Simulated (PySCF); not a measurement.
**EPR calculation of C₄H₃Cl₂F₃ (charge +1)**

C₄H₃Cl₂F₃, charge +1, multiplicity 2, computed with UKS B3LYP, pcH-1 on C Cl F H, non-relativistic, mean-field spin-orbit, GIAO (PySCF 2.14.0).

It belongs to a series of runs on one base structure; here: electron removed.

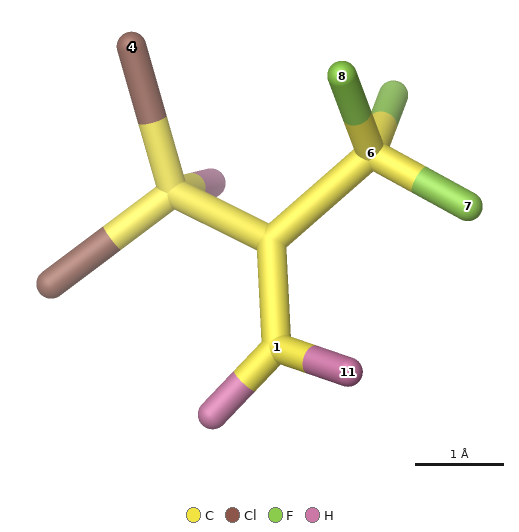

**Figure 1.** The input geometry (stick view, seen at a tilt; atoms are numbered from 1 in the order of the input).

Key numbers

```tsv
quantity	value
outcome	converged
total energy	−1373.767408 hartree
⟨S²⟩	0.754
isotropic g	2.0801
hardware	1 CPU thread, shared host
wall time	96 s
peak memory	1.1 GiB
```

Checks after the run noted: orbitally degenerate or nearly so: second-order g, spin-orbit hyperfine and D do not apply.

The input
```
{"job": {"kind": "epr", "basis": "pcH-1"}, "charge": 1, "multiplicity": 2}
C     -0.910683    -1.327539     0.046943
C     -0.171194    -0.227938    -0.003557
C     -0.683859     1.196066    -0.100951
Cl     0.162174     2.363077     0.950568
Cl    -2.430893     1.374926     0.002188
C      1.367082    -0.312198     0.009381
F      1.785995    -1.524223    -0.299768
F      1.836210    -0.001382     1.217957
F      1.888223     0.552247    -0.863502
H     -1.985431    -1.331921    -0.043673
H     -0.446416    -2.297234     0.185480
H     -0.410010     1.535435    -1.127094
```

The first line tells a small driver script what to run in PySCF; the rest is the geometry in Å.

Launch command:
```bash
OMP_NUM_THREADS=1 python <driver script> task.json out
```

The program's output
```
UKS, coarse grid
  cycle   1  E = -1373.54051670  |g| = 7.78e-01
  cycle   2  E = -1372.88171219  |g| = 1.53e+00
  cycle   3  E = -1373.72813497  |g| = 2.61e-01
  cycle   4  E = -1373.73488731  |g| = 2.23e-01
  cycle   5  E = -1373.76498389  |g| = 6.06e-02
  cycle   6  E = -1373.76708348  |g| = 1.50e-02
  cycle   7  E = -1373.76720874  |g| = 9.73e-03
  cycle   8  E = -1373.76727346  |g| = 4.99e-03
  cycle   9  E = -1373.76731828  |g| = 3.47e-03
  cycle  10  E = -1373.76735190  |g| = 1.64e-03
  cycle  11  E = -1373.76737608  |g| = 1.12e-03
  cycle  12  E = -1373.76739494  |g| = 7.27e-04
  cycle  13  E = -1373.76740972  |g| = 4.08e-04
  cycle  14  E = -1373.76741373  |g| = 2.48e-04
UKS, final grid
  cycle   1  E = -1373.76740774  |g| = 2.17e-04
  cycle   2  E = -1373.76740770  |g| = 5.53e-04
  cycle   3  E = -1373.76740788  |g| = 9.75e-05
  cycle   4  E = -1373.76740791  |g| = 1.24e-04
  cycle   5  E = -1373.76740798  |g| = 5.57e-05
  cycle   6  E = -1373.76740803  |g| = 5.11e-05
  cycle   7  E = -1373.76740805  |g| = 5.43e-05
  cycle   8  E = -1373.76740807  |g| = 3.56e-05
  cycle   9  E = -1373.76740807  |g| = 1.76e-05
E = -1373.76740807 Eh   <S^2> = 0.7540 (exact 0.7500)
g shifts (ppm)      1          2          3
  rmc          -218       -218       -218
  gc              4         41         44
  oz_so         533      68109     165173
  total         324      67939     165002
hyperfine (MHz)  atom isotope    a_iso     a_fc   dipolar eigenvalues
    0   13C      11.83      11.83    -23.58    -21.57     45.15
    1   13C      11.43      11.43    -22.28    -16.97     39.25
    2   13C     -25.41     -25.41     -9.74     -9.03     18.76
    3  35Cl       4.73       4.73    -51.93    -48.01     99.94
    4  35Cl       4.25       4.25    -27.20    -26.83     54.03
    5   13C      -3.36      -3.36     -0.99     -0.65      1.63
    6   19F      -2.11      -2.11     -7.86     -6.69     14.55
    7   19F      25.23      25.23    -51.30    -48.91    100.21
    8   19F      -8.03      -8.03     -3.10      1.46      1.64
    9    1H     -11.71     -11.71     -9.48     -3.49     12.96
   10    1H      -3.92      -3.92    -11.14     -4.00     15.14
   11    1H     336.54     336.54     -8.94     -7.74     16.68
```

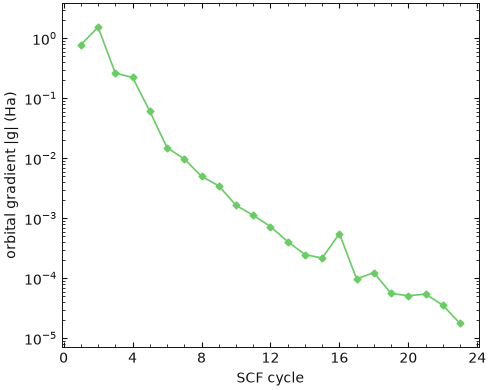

**Figure 2.** Convergence of the self-consistent field: orbital gradient |g| against the SCF cycle. All cycles printed in the log are drawn one after another.

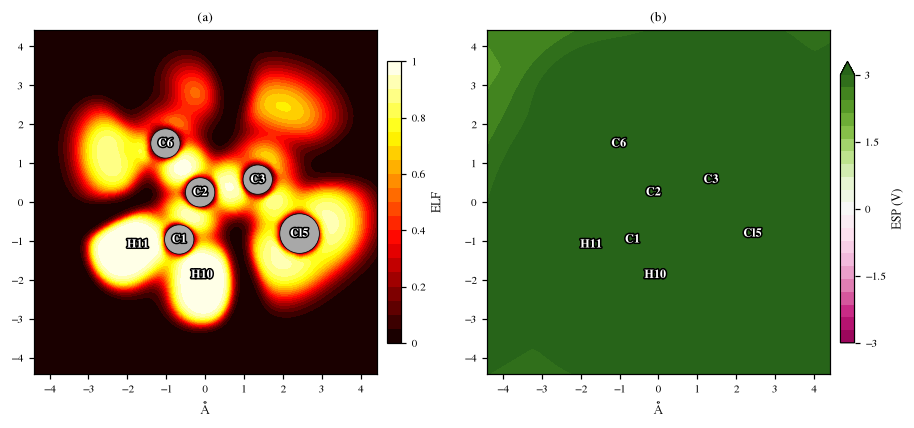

**Figure 3.** (a) ELF; (b) molecular electrostatic potential on the plane of atoms C3, C2 and C6. Grey discs, where drawn, cover atomic cores. Atoms in the plane: C, Cl and H. C–C (1.33 Å): the ELF peaks at about 0.95 between the atoms (a multiple bond by its length, whose ELF region spreads away from the axis). C–H (1.08 Å): the ELF climbs to about 1 towards the hydrogen, as it does in any bond to H (a covalent bond by its length). The potential has no marked negative region in this plane.

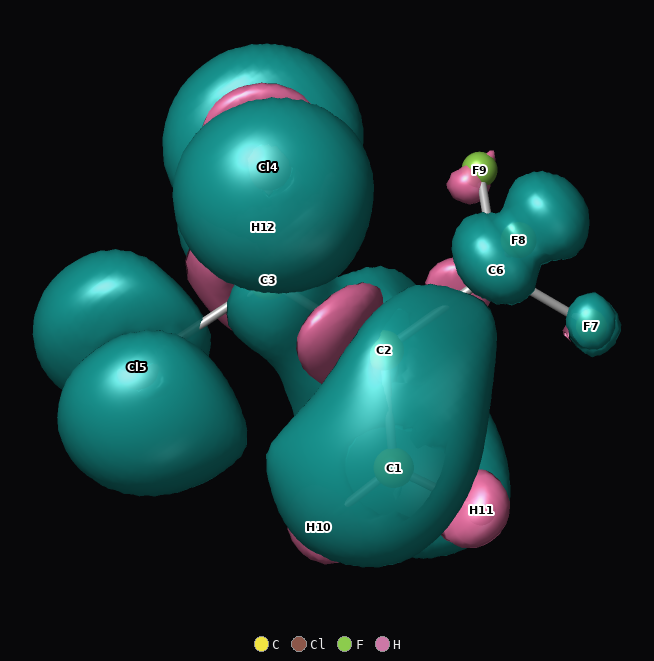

**Figure 4.** Isosurfaces of the spin density (α minus β) at +0.004 (teal) and −0.004 e/Å³ (pink), seen at a tilt. The unpaired spin (1 electron) lies mostly on Cl4 (about 0.3), C1 (about 0.2), C2 (about 0.2), Cl5 (about 0.1) and H12 (about 0.1), in electrons by Hirshfeld's partition.
